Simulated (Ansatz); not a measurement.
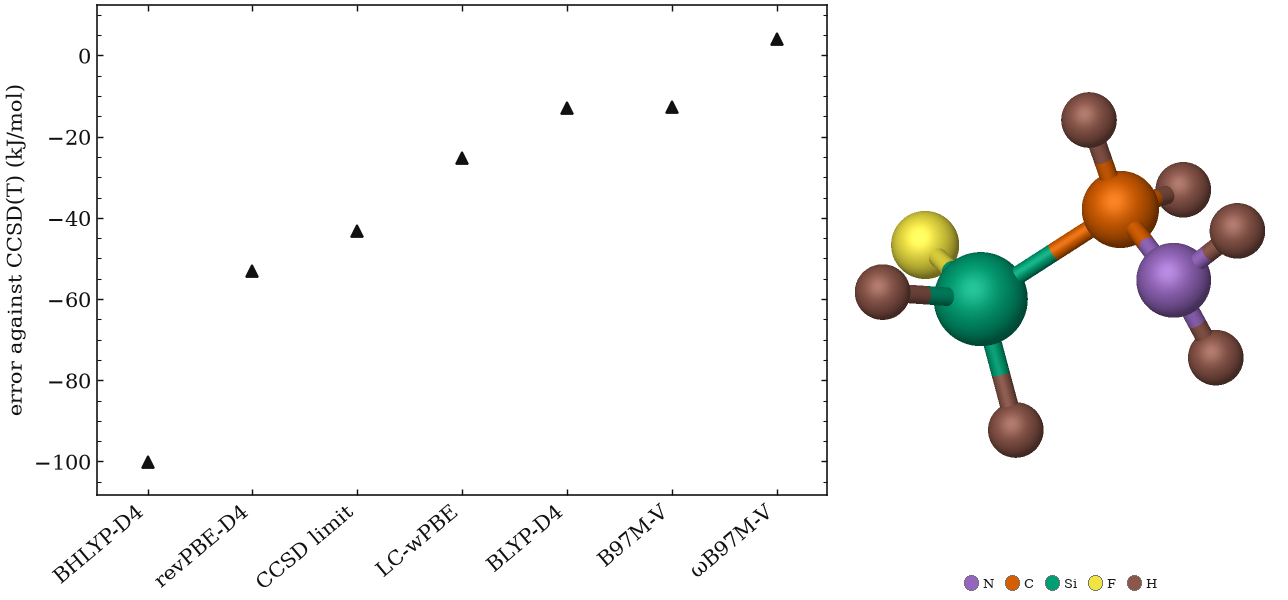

Error in the electronic atomisation energy (method less reference, so positive means overbinding) of CH₆FNSi, SMILES NC[SiH2]F: functionals in def2-TZVPP against frozen-core CCSD(T) at the limit (MP2 extrapolated from triple and quadruple zeta, plus CCSD(T) less MP2 in a smaller set), which gives 3555.6 kJ/mol, at a PBE0-D4/def2-TZVP geometry (a minimum by its frequencies), no zero-point or spin-orbit term, the Ansatz code. The reference leaves out core correlation, a term that grows with the number of heavy atoms. No dispersion term is added to LC-wPBE. Limit means the basis limit.

What range do the values span?

Answer. From −100.0 kJ/mol (BHLYP-D4) to 4.1 kJ/mol (ωB97M-V).

Give the values.

Answer.
```
     level  kJ/mol
  BHLYP-D4  −100.0
 revPBE-D4   −53.2
CCSD limit   −43.2
   LC-wPBE   −25.2
   BLYP-D4   −13.0
    B97M-V   −12.6
   ωB97M-V     4.1
```

Caveats, for all or some of the runs: one conformer of a flexible molecule.
